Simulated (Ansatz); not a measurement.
# CH₆SbSi (SMILES [SiH3][CH+][SbH2]) (charge +1): what the fields show

```yaml
atoms:
  - { symbol: Si, position_ang: [-0.6336, 1.1772, -0.8492] }
  - { symbol: C, position_ang: [0.4663, -0.3490, -0.3376] }
  - { symbol: Sb, position_ang: [1.1465, -0.9596, 1.5900] }
  - { symbol: H, position_ang: [-1.7868, 0.4784, -1.4458] }
  - { symbol: H, position_ang: [0.1775, 1.9292, -1.8187] }
  - { symbol: H, position_ang: [-0.9539, 1.9205, 0.3754] }
  - { symbol: H, position_ang: [0.9069, -0.8989, -1.1725] }
  - { symbol: H, position_ang: [0.9992, -2.6106, 1.2906] }
  - { symbol: H, position_ang: [-0.3220, -0.6873, 2.3678] }
```

Core potentials replace the inner electrons of Sb.

Level of theory: Ansatz, RHF/def2-SVP.

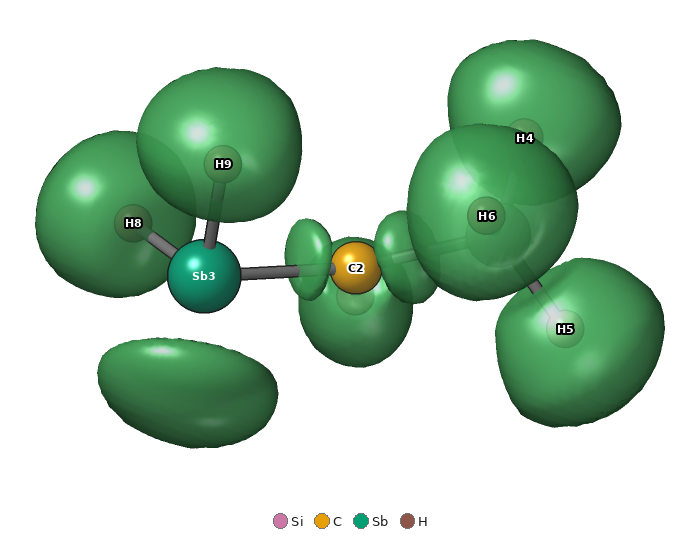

Figure 1. Isosurface of the ELF at 0.9 (green), seen at an oblique angle. Core shells and regions of very low density are left out.

**Describe the localisation domains.**

At this value the surface marks out one region between bonded C–Si atoms (shared pairs), six regions around hydrogen nuclei, one lobe of the valence shell of C pointing towards Sb (polar bonds) and one lobe on Sb, pointing away from the bonds (lone pairs). Profiles from the grid: C–Si (1.95 Å): the ELF peaks at about 1 between the atoms (a covalent bond). C–Sb (2.13 Å): the ELF peaks at about 0.95 in the valence shell of C, 0.7 Å from its nucleus, and drops to about 0.15 between the two atoms.

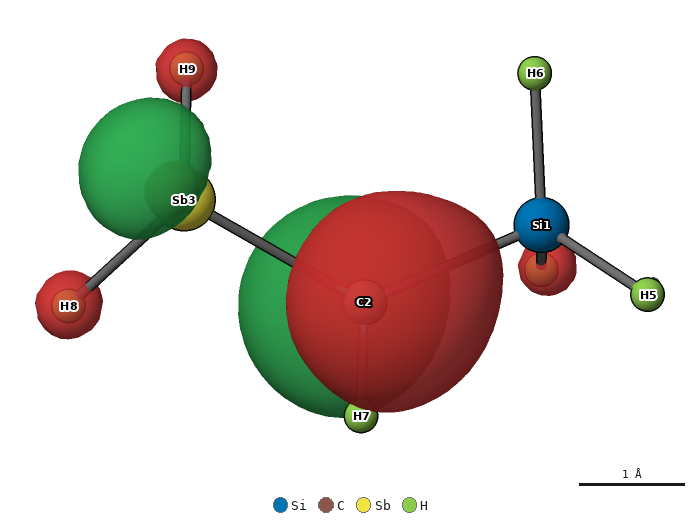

Figure 2. One frontier orbital at ±0.15 Å⁻³ᐟ² (green and red are the two phases), seen at a tilt.

**Which orbital is it: HOMO or LUMO?**

The LUMO, at −5.77 eV. Its weight (Hirshfeld) is mainly on C2 (about 55 %) and Sb3 (about 20 %).

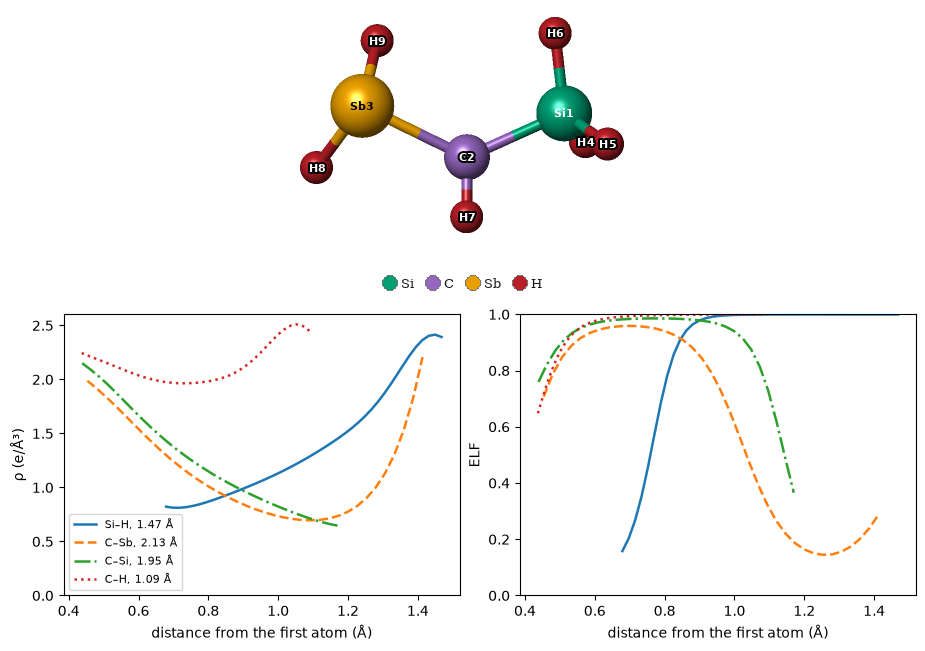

Figure 3. Electron density and electron localisation function along straight lines between neighbouring atoms. The curves leave out the atomic cores. The structure is drawn too.

**Compare the contacts.**

Si–H (1.47 Å): ρ is about 0.82 e/Å³ halfway; the ELF climbs to about 1 towards the hydrogen, as it does in any bond to H.
C–Sb (2.13 Å): the density is about 0.7 e/Å³ at the midpoint; the ELF peaks at about 0.95 in the valence shell of C, 0.7 Å from its nucleus, and drops to about 0.15 between the two atoms.
C–Si (1.95 Å): ρ at the midpoint is about 0.86 e/Å³; the ELF peaks at about 1 between the atoms; a covalent bond.
C–H (1.09 Å): ρ is about 2.1 e/Å³ halfway; the ELF climbs to about 1 towards the hydrogen; a covalent bond by its length.

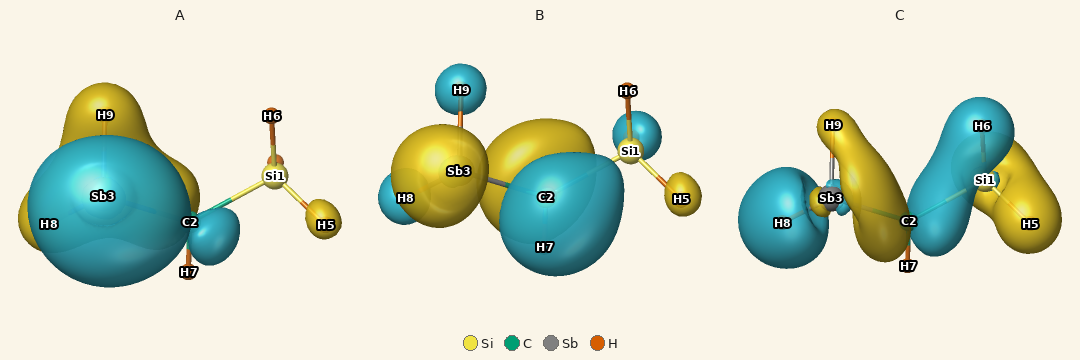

Figure 4. Three frontier orbitals at ±0.1 Å⁻³ᐟ² (yellow and cyan are the two phases), in no order.

**Which picture is the HOMO−1, the HOMO and the LUMO?**

C is the HOMO−1 (−17.66 eV). It lies mainly on Sb3 (about 25 %), Si1 (about 20 %), C2 (about 20 %), H8 (about 15 %) and H4 (about 10 %). A is the HOMO (−14.97 eV). It lies mainly on Sb3 (about 70 %) and C2 (about 15 %). B is the LUMO (−5.77 eV). By Hirshfeld shares it lies mainly on C2 (about 55 %) and Sb3 (about 20 %).

**What is the HOMO–LUMO gap?**

9.20 eV between the orbital energies.
